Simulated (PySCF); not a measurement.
# One shape, several levels: doublet [SiHF3]+

Wanted: a comparison of 3 runs (U-r2SCAN/def2-SVPD, UB3LYP/def2-SVPD, UBLYP/def2-SVPD) of doublet [SiHF3]+. The job is set up through a Python script.

The results are computed with PySCF 2.14.0.

2 further runs of the same task are left out: 2 set aside as unsound or not needed.

## 1. The molecule

The species is [SiHF3]+ (5 atoms), meant as a doublet with charge +1. SMILES of the parent species: `F[SiH](F)F`. The coordinates come from a PBE0-D4/def2-TZVP relaxation. That shape belongs to the parent species and isn't relaxed for this state.

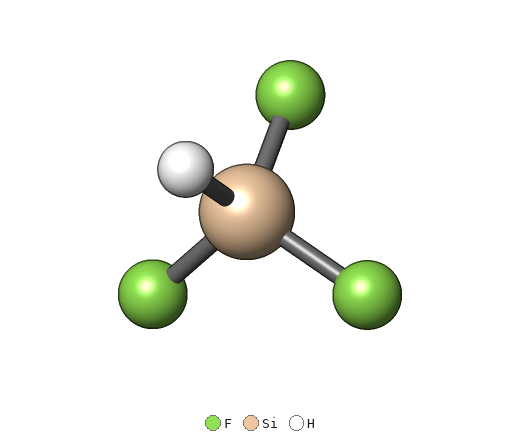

Viewed from a chosen angle; fluorine green, silicon light orange, hydrogen white.

## 2. The energy at U-r2SCAN/def2-SVPD (run 1)

Input file calc.py:

```python
from pyscf import gto, dft

mol = gto.M(
    atom='''
F     -0.447100    -0.082200     1.491300
Si     0.040700     0.001700    -0.001800
F     -0.597100     1.281400    -0.657200
F     -0.495900    -1.263300    -0.767200
H      1.499400     0.062400    -0.065100
''',
    spin=1,
    verbose=4,
    basis='def2-svpd',
    max_memory=1860,
    charge=1,
)

calc0 = dft.UKS(mol)
calc0.xc = 'r2scan'
calc0.conv_tol = 1e-10
calc0.grids.level = 5
calc0.kernel()
if not calc0.converged:
    calc0 = calc0.newton().run(calc0.mo_coeff, calc0.mo_occ)

e_tot = calc0.e_tot
print(f'total energy: {e_tot:.8f} hartree')
```

Started as:

```console
$ OMP_NUM_THREADS=1 python calc.py
```

Standard output:

```text
PySCF version 2.14.0

[... 57 lines left out ...]
WARN: HOMO -0.400033505208613 >= LUMO -0.400033505208612
[... 54 lines left out ...]
converged SCF energy = -588.842199457954  <S^2> = 0.75747001  2S+1 = 2.0074561
total energy: -588.84219946 hartree
```

Run time: 82 s. Hardware: 1 thread of Arm Neoverse V1, shared host; peak memory 0.56 GiB.

## 3. The energy at UB3LYP/def2-SVPD (run 2)

Input file input.xyz:

```xyz
5
F3HSi
F     -0.447100    -0.082200     1.491300
Si     0.040700     0.001700    -0.001800
F     -0.597100     1.281400    -0.657200
F     -0.495900    -1.263300    -0.767200
H      1.499400     0.062400    -0.065100
```

Input file calc.py:

```python
from pyscf import gto, dft

mol = gto.M(
    atom='input.xyz',
    spin=1,
    charge=1,
    verbose=4,
    max_memory=1860,
    basis='def2-svpd',
)

mf = dft.UKS(mol, xc='b3lyp')
mf.conv_tol = 1e-10
mf.grids.level = 5
mf.kernel()
if not mf.converged:
    mf = mf.newton().run(mf.mo_coeff, mf.mo_occ)

e_final = mf.e_tot
print(f'total energy: {e_final:.8f} hartree')
```

Started as:

```console
$ OMP_NUM_THREADS=1 python calc.py
```

Standard output:

```text
PySCF version 2.14.0

[... 54 lines left out ...]
WARN: HOMO -0.41178720254523 >= LUMO -0.411787202545229
[... 54 lines left out ...]
converged SCF energy = -588.999673780153  <S^2> = 0.75664273  2S+1 = 2.0066317
total energy: -588.99967378 hartree
```

Run time: 37 s. Hardware: 1 thread of Arm Neoverse V1, shared host; peak memory 0.54 GiB.

## 4. A single-point energy at UBLYP/def2-SVPD (run 3)

Input file run.py:

```python
from pyscf import gto, dft

molecule = gto.M(
    atom='''
F     -0.447100    -0.082200     1.491300
Si     0.040700     0.001700    -0.001800
F     -0.597100     1.281400    -0.657200
F     -0.495900    -1.263300    -0.767200
H      1.499400     0.062400    -0.065100
''',
    charge=1,
    verbose=3,
    max_memory=1860,
    basis='def2-svpd',
    spin=1,
)

mf = dft.UKS(molecule)
mf.xc = 'blyp'
mf.grids.level = 5
mf.conv_tol = 1e-10
mf.kernel()
if not mf.converged:
    mf = mf.newton().run(mf.mo_coeff, mf.mo_occ)

etot = mf.e_tot
print('E(%s) = %.9f' % ('BLYP', etot))
```

Started as:

```console
$ OMP_NUM_THREADS=1 python run.py
```

Standard output:

```text
WARN: HOMO -0.380737838112001 >= LUMO -0.380737838112

WARN: HOMO -0.651079243922106 >= LUMO -0.650500837437095

converged SCF energy = -588.979910531443  <S^2> = 0.75340713  2S+1 = 2.0034042
E(BLYP) = -588.979910531
```

Wall time 35 s (1 thread of Arm Neoverse V1, shared host); peak memory 0.54 GiB.

## 5. All runs side by side

```tsv
run	level	energy (Eh)	HOMO energy (eV)	LUMO energy (eV)	⟨S²⟩	wall time
1	U-r2SCAN/def2-SVPD	-588.842199	-18.14	-17.41	0.757	82 s
2	UB3LYP/def2-SVPD	-588.999674	-19.40	-17.15	0.757	37 s
3	UBLYP/def2-SVPD	-588.979911	-17.56	-17.31	0.753	35 s
```

## 6. Outcome

```
                                 quantity          value
                      run 3: total energy  -588.97991 Eh
run 3: HOMO energy (highest over α and β)      -17.56 eV
 run 3: LUMO energy (lowest over α and β)      -17.31 eV
                              run 3: ⟨S²⟩          0.753
```

Totals of different functionals can't be ranked against each other. All runs together took 2.6 min, the longest 82 s.
